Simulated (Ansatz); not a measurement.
GeSiH₅BrO: nudged elastic band

GeSiH₅BrO, computed with RKS PBE0/def2-SVP (Ansatz 0.2.0).

One setting was made poor on purpose. It belongs to a series of runs on one base structure; here: band between the two ends.

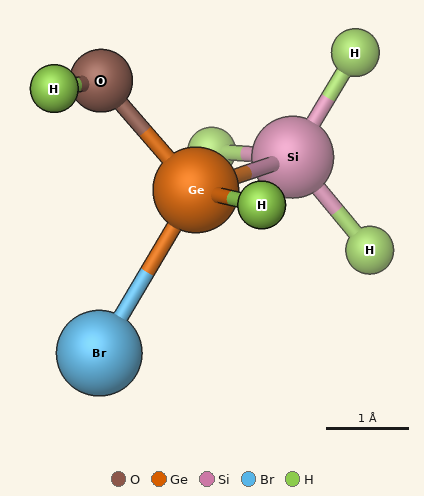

*The structure as given in the input (ball-and-stick view, seen at a tilt). Sticks mark near contacts.*

Bond lengths as drawn: Br–Ge 2.33 Å, Ge–H 1.54 Å, Ge–O 1.78 Å, Ge–Si 2.38 Å, H–O 0.96 Å and H–Si 1.49 Å.

## Input file
```yaml
crystal:
  periodic: [false, false, false]
  atoms:
    - { symbol: O, position_ang: [0.309321, 0.973052, -1.750246] }
    - { symbol: Ge, position_ang: [-0.483212, 0.680872, -0.187418] }
    - { symbol: Si, position_ang: [0.75476, -1.040679, 0.891915] }
    - { symbol: Br, position_ang: [-2.635762, -0.129102, -0.571456] }
    - { symbol: H, position_ang: [-0.15031, 1.623108, -2.294684] }
    - { symbol: H, position_ang: [-0.694066, 2.017258, 0.555162] }
    - { symbol: H, position_ang: [2.150849, -0.578451, 1.150077] }
    - { symbol: H, position_ang: [0.757825, -2.238194, 0.00462] }
    - { symbol: H, position_ang: [0.078994, -1.354164, 2.18483] }
basis:
  gaussian: { orbitals: def2-SVP }
hamiltonian:
  xc: pbe0
neb:
  order_check: false
  images: 7
  f_tol: 0.03
  max_iterations: 50
  initial_path: linear
  final_atoms:
    - { symbol: O, position_ang: [0.13230502, 1.45099845, -1.1309326] }
    - { symbol: Ge, position_ang: [-0.7429591, 0.99800274, 0.86879674] }
    - { symbol: Si, position_ang: [0.69529181, -1.01311073, 0.91806028] }
    - { symbol: Br, position_ang: [-2.47070744, -0.19395103, -0.36725744] }
    - { symbol: H, position_ang: [-0.31564917, 0.7822228, -1.67855243] }
    - { symbol: H, position_ang: [-0.20708815, 2.30153999, -1.44319664] }
    - { symbol: H, position_ang: [2.06505835, -0.71988312, 1.45741719] }
    - { symbol: H, position_ang: [0.86149426, -1.60789211, -0.449106] }
    - { symbol: H, position_ang: [0.07065341, -2.04422697, 1.8075709] }
```

Hardware: 2 threads of Arm Neoverse V1, 24 GiB of memory available, shared host.

Launched with:
```bash
ansatz run input.yaml --threads 2 --pin off --max-ram 3072MiB --backend cpu --events-out ev --progress --plain --runs-dir out
```

## Log
```
Engine: ansatz 0.2.0, aarch64-unknown-linux-gnu
Functional definition: PBE0
  parameter a = 0.25
  parameter kappa = 0.804
  parameter beta = 0.06672455060314922
  exchange = (1 - a)*pbe_x(kappa = kappa, mu = beta*pi^2/3) + a*exact_x
  correlation = pbe_c(beta = beta)
1250 factors; integrals over basis functions are off by at most 2.2e-4 eV
mean field evaluation 1: about -136527.8721 eV, gradient 4.9e1 eV
mean field evaluation 2: about -136514.9366 eV, gradient 9.4e1 eV
mean field evaluation 4: about -136531.9213 eV, gradient 4.0e0 eV
mean field evaluation 8: about -136531.9554 eV, gradient 1.6e-1 eV
mean field evaluation 16: about -136531.9555 eV, gradient 4.6e-6 eV
mean field -136531.95548794 eV, -5017.4568194986 hartree, gradient 4.6e-6 eV, S^2 0.000000; 0 other end points of the search recorded, 0 dependent functions left out
the calculation of the forces begins
reference -136531.95551601 eV, -5017.4568205301 hartree; 47, 47 occupied and 74, 74 virtual orbitals, 1250 factors
1252 factors; integrals over basis functions are off by at most 8.8e-4 eV
mean field evaluation 32: about -136531.2772 eV, gradient 2.1e-5 eV
mean field -136531.27719371 eV, -5017.4318926452 hartree, gradient 2.1e-5 eV, S^2 0.000000; 0 other end points of the search recorded, 0 dependent functions left out
[... from here on the field's lines of each further geometry are left out, up to the last ...]
NEB iter   1: max|band force component| = 2.632e1 eV/Å  barrier→ = 5.8925 eV  barrier← = 5.2142 eV  Δτ_max = 0.2000 Å  (237 SCF iters)
NEB iter   2: max|band force component| = 1.777e0 eV/Å  barrier→ = 2.3873 eV  barrier← = 1.7090 eV  Δτ_max = 0.1381 Å  (205 SCF iters)
NEB iter   3: max|band force component| = 1.006e0 eV/Å  barrier→ = 2.2793 eV  barrier← = 1.6011 eV  Δτ_max = 0.1053 Å  (204 SCF iters)
NEB iter   4: max|band force component| = 9.044e-1 eV/Å  barrier→ = 2.3653 eV  barrier← = 1.6870 eV  Δτ_max = 0.0369 Å  (189 SCF iters)
NEB iter   5: max|band force component| = 6.231e-1 eV/Å  barrier→ = 2.3641 eV  barrier← = 1.6858 eV  Δτ_max = 0.1339 Å  (179 SCF iters)
NEB iter   6: max|band force component| = 1.813e0 eV/Å  barrier→ = 2.3807 eV  barrier← = 1.7024 eV  Δτ_max = 0.0516 Å  (195 SCF iters)
NEB iter   7: max|band force component| = 4.124e-1 eV/Å  barrier→ = 2.3800 eV  barrier← = 1.7017 eV  CI = image 4  Δτ_max = 0.0470 Å  (179 SCF iters)
NEB iter   8: max|band force component| = 7.100e-2 eV/Å  barrier→ = 2.3834 eV  barrier← = 1.7051 eV  CI = image 4  Δτ_max = 0.0116 Å  (180 SCF iters)
NEB iter   9: max|band force component| = 5.813e-2 eV/Å  barrier→ = 2.3830 eV  barrier← = 1.7047 eV  CI = image 4  Δτ_max = 0.0161 Å  (168 SCF iters)
NEB iter  10: max|band force component| = 3.750e-2 eV/Å  barrier→ = 2.3828 eV  barrier← = 1.7045 eV  CI = image 4  Δτ_max = 0.0071 Å  (174 SCF iters)
the calculation of the forces begins
reference -136531.26576882 eV, -5017.4314727882 hartree; 47, 47 occupied and 74, 74 virtual orbitals, 1252 factors
1250 factors; integrals over basis functions are off by at most 9.2e-4 eV
mean field evaluation 672: about -136529.5728 eV, gradient 1.2e-3 eV
mean field -136529.57279004 eV, -5017.3692569658 hartree, gradient 1.3e-5 eV, S^2 0.000000; 1 other end points of the search recorded, 0 dependent functions left out
the calculation of the forces begins
reference -136529.57281735 eV, -5017.3692579692 hartree; 47, 47 occupied and 74, 74 virtual orbitals, 1250 factors
NEB iter  11: max|band force component| = 1.339e-2 eV/Å  barrier→ = 2.3827 eV  barrier← = 1.7044 eV  CI = image 4  Δτ_max = 0.0000 Å  (349 SCF iters)
```

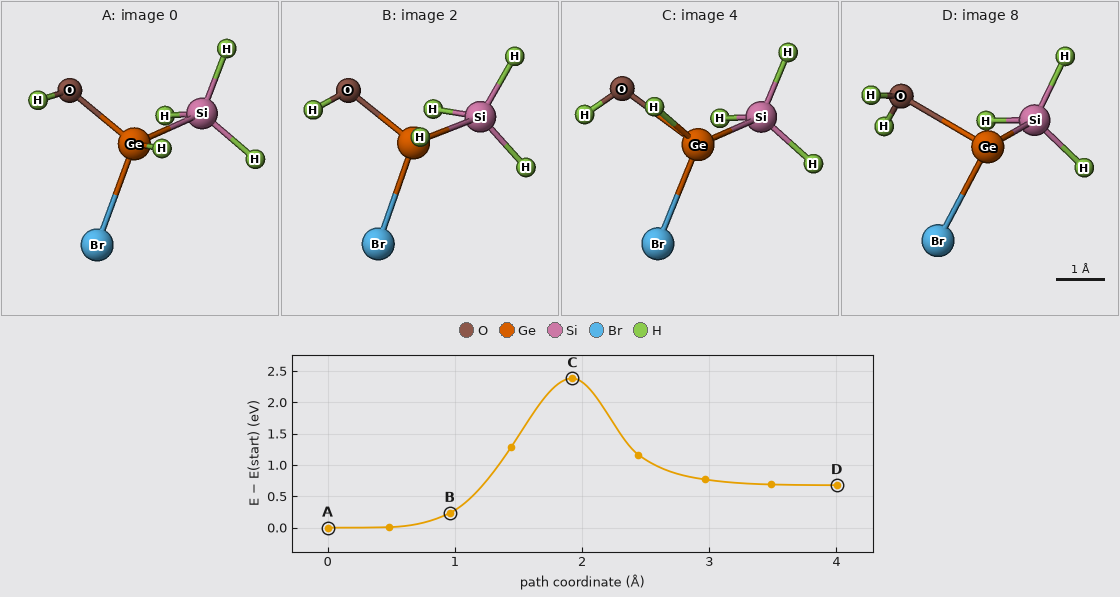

*Images of the last band (counted from 0; ball-and-stick, seen at a tilt) above the energy along the path; the line is a cubic interpolation that uses the forces.*

The highest image is number 4, 2.383 eV above the start and 1.704 eV above the end (the climbing image); the end lies 0.678 eV above the start. The path is 4.00 Å long. The band converged in 11 iterations.

```
Total energy: -136529.57281735 eV, -5017.3692579692 hartree
Atom 0 at     0.189688     1.463578    -1.379583 Å, force    -0.013376     0.001908     0.004951 eV/Å
Atom 1 at    -0.567862     0.770781     0.342209 Å, force     0.009312     0.009976    -0.007114 eV/Å
Atom 2 at     0.771691    -1.168389     0.844080 Å, force     0.001096     0.001586     0.001763 eV/Å
Atom 3 at    -2.608339    -0.175979    -0.329620 Å, force     0.000845    -0.002934     0.000044 eV/Å
Atom 4 at    -0.514476     1.490760    -2.047175 Å, force     0.009838     0.000442     0.008389 eV/Å
Atom 5 at    -0.292521     2.240140    -0.278251 Å, force    -0.002602    -0.008675    -0.005252 eV/Å
Atom 6 at     2.148960    -0.735556     1.227798 Å, force    -0.000356     0.000273    -0.001023 eV/Å
Atom 7 at     0.820761    -2.027319    -0.375801 Å, force    -0.002247    -0.002204    -0.003957 eV/Å
Atom 8 at     0.140497    -1.904317     1.979142 Å, force    -0.002512    -0.000373     0.002198 eV/Å
Dipole moment:     0.144882     0.064909     0.039200 e Å
this run last wrote the band of iteration 11 to [file]
```

## The last band as extended XYZ (Å, eV, eV/Å)
```
9
Properties=species:S:1:pos:R:3:forces:R:3 image=0 energy=-136531.95549
O     0.3093    0.9731   -1.7502   -0.0004  -0.0014   0.0028
Ge   -0.4832    0.6809   -0.1874   -0.0016   0.0086  -0.0096
Si    0.7548   -1.0407    0.8919    0.0014   0.0004  -0.0014
Br   -2.6358   -0.1291   -0.5715   -0.0003  -0.0021   0.0012
H    -0.1503    1.6231   -2.2947    0.0005  -0.0031   0.0050
H    -0.6941    2.0173    0.5552    0.0010  -0.0024   0.0013
H     2.1508   -0.5785    1.1501   -0.0005  -0.0018   0.0006
H     0.7578   -2.2382    0.0046    0.0000   0.0010   0.0001
H     0.0790   -1.3542    2.1848   -0.0001   0.0006   0.0000
9
Properties=species:S:1:pos:R:3:forces:R:3 image=1 energy=-136531.94704
O     0.2566    0.9295   -1.7607   -0.0075  -0.0110  -0.0162
Ge   -0.4603    0.7220   -0.1485   -0.0022  -0.0076  -0.0129
Si    0.7696   -1.0403    0.8776    0.0028  -0.0002  -0.0071
Br   -2.6441   -0.0582   -0.4014   -0.0112   0.0117  -0.0007
H    -0.2522    1.5275   -2.3206    0.0188   0.0156  -0.0139
H    -0.6026    2.1016    0.5272   -0.0063  -0.0305   0.0476
H     2.1160   -0.5720    1.3214    0.0009   0.0119  -0.0092
H     0.9053   -2.1019   -0.1599    0.0086  -0.0186   0.0123
H     0.0002   -1.5545    2.0476   -0.0041   0.0287   0.0001
9
Properties=species:S:1:pos:R:3:forces:R:3 image=2 energy=-136531.72058
O     0.2735    1.0277   -1.6573    0.0165  -0.4515  -0.3401
Ge   -0.4501    0.7831   -0.0512    0.1374  -0.0067  -0.3262
Si    0.7635   -1.0635    0.8950    0.0200   0.0965  -0.0351
Br   -2.5839   -0.1305   -0.3612    0.0083   0.1331   0.0773
H    -0.3876    1.4608   -2.2103    0.1422   0.0649  -0.1804
H    -0.5610    2.2766    0.2914   -0.2947  -0.0776   0.8084
H     2.1302   -0.6600    1.3329    0.0305   0.0268   0.0114
H     0.8503   -1.9905   -0.2727    0.0061   0.0333   0.0233
H     0.0535   -1.7499    2.0163   -0.0663   0.1811  -0.0384
9
Properties=species:S:1:pos:R:3:forces:R:3 image=3 energy=-136530.67151
O     0.2472    1.2376   -1.5061    0.2876  -1.3587  -0.7292
Ge   -0.5026    0.7899    0.1060    0.4970   0.1156  -1.3994
Si    0.7642   -1.1221    0.8811    0.0045   0.1920   0.0449
Br   -2.5954   -0.1686   -0.3490    0.0370   0.1909   0.1689
H    -0.4750    1.4652   -2.1029    0.0705   0.0419  -0.1675
H    -0.4251    2.3125   -0.0050   -0.8081   0.5208   2.0405
H     2.1366   -0.7011    1.2803    0.0372   0.0194   0.0211
H     0.8312   -2.0053   -0.3257   -0.0630   0.1398   0.0414
H     0.1072   -1.8543    2.0042   -0.0628   0.1383  -0.0207
9
Properties=species:S:1:pos:R:3:forces:R:3 image=4 energy=-136529.57279
O     0.1897    1.4636   -1.3796   -0.0134   0.0019   0.0050
Ge   -0.5679    0.7708    0.3422    0.0093   0.0100  -0.0071
Si    0.7717   -1.1684    0.8441    0.0011   0.0016   0.0018
Br   -2.6083   -0.1760   -0.3296    0.0008  -0.0029   0.0000
H    -0.5145    1.4908   -2.0472    0.0098   0.0004   0.0084
H    -0.2925    2.2401   -0.2783   -0.0026  -0.0087  -0.0053
H     2.1490   -0.7356    1.2278   -0.0004   0.0003  -0.0010
H     0.8208   -2.0273   -0.3758   -0.0022  -0.0022  -0.0040
H     0.1405   -1.9043    1.9791   -0.0025  -0.0004   0.0022
9
Properties=species:S:1:pos:R:3:forces:R:3 image=5 energy=-136530.79129
O     0.1392    1.5777   -1.2831   -0.1309   0.4040   0.3552
Ge   -0.6388    0.7563    0.6163   -0.2793  -0.0675   0.8661
Si    0.7670   -1.2012    0.8179   -0.0240  -0.0958  -0.0582
Br   -2.6098   -0.1913   -0.3170    0.0222  -0.1488  -0.1377
H    -0.5372    1.5007   -1.9788    0.0020   0.0492   0.2100
H    -0.1717    2.2857   -0.6554    0.3235   0.1448  -1.1866
H     2.1567   -0.7678    1.1822   -0.0279  -0.0451  -0.0221
H     0.8039   -2.0778   -0.3868    0.0481  -0.1274  -0.0254
H     0.1791   -1.9286    1.9875    0.0663  -0.1134  -0.0013
9
Properties=species:S:1:pos:R:3:forces:R:3 image=6 energy=-136531.18485
O     0.0847    1.5515   -1.1921   -0.0297   0.0086   0.0964
Ge   -0.6771    0.8207    0.7863   -0.0415   0.0280   0.1219
Si    0.7413   -1.1870    0.8298   -0.0181   0.0037  -0.0013
Br   -2.5578   -0.1889   -0.3334    0.0408  -0.0232  -0.0561
H    -0.5700    1.3076   -1.8677   -0.0109  -0.1045   0.0929
H    -0.0674    2.4891   -1.0176    0.0566   0.1514  -0.2130
H     2.1594   -0.7983    1.1367   -0.0083  -0.0198  -0.0120
H     0.7409   -2.0804   -0.3710   -0.0167   0.0133  -0.0143
H     0.2344   -1.9605    2.0117    0.0278  -0.0574  -0.0145
9
Properties=species:S:1:pos:R:3:forces:R:3 image=7 energy=-136531.26574
O     0.0947    1.4976   -1.1320   -0.0019  -0.0017   0.0085
Ge   -0.6485    0.9371    0.8980   -0.0011   0.0095   0.0118
Si    0.7231   -1.1186    0.8406   -0.0025   0.0065   0.0009
Br   -2.5041   -0.1064   -0.2812    0.0075   0.0047  -0.0022
H    -0.5415    1.0165   -1.6911    0.0086  -0.0283   0.0214
H    -0.0909    2.4354   -1.2792   -0.0027  -0.0033  -0.0201
H     2.1659   -0.8148    1.1248   -0.0012  -0.0002   0.0019
H     0.6542   -1.8865   -0.4440   -0.0052   0.0224  -0.0113
H     0.2354   -2.0066    1.9470   -0.0015  -0.0097  -0.0109
9
Properties=species:S:1:pos:R:3:forces:R:3 image=8 energy=-136531.27719
O     0.0960    1.4516   -1.1335    0.0008  -0.0006  -0.0040
Ge   -0.5555    1.0388    0.9582   -0.0048   0.0083   0.0004
Si    0.7296   -1.0698    0.8231    0.0028  -0.0029   0.0013
Br   -2.5040   -0.0132   -0.0569    0.0004   0.0013  -0.0006
H    -0.4631    0.8227   -1.6231    0.0011  -0.0005   0.0019
H    -0.2174    2.3276   -1.3990   -0.0021  -0.0014   0.0026
H     2.1731   -0.8807    1.1890    0.0019  -0.0007   0.0006
H     0.6823   -1.6590   -0.5557   -0.0001  -0.0008  -0.0022
H     0.1473   -2.0642    1.7806    0.0000  -0.0027   0.0001
```

## Key numbers

```csv
quantity,value
outcome,converged
"barrier, forward",2.383 eV
"barrier, backward",1.704 eV
wall time,5.4 min (CPU time 10 min)
peak memory,0.34 GiB
```

## Notes

A deliberately poor setting: straight start. The order of the saddle point was not checked.
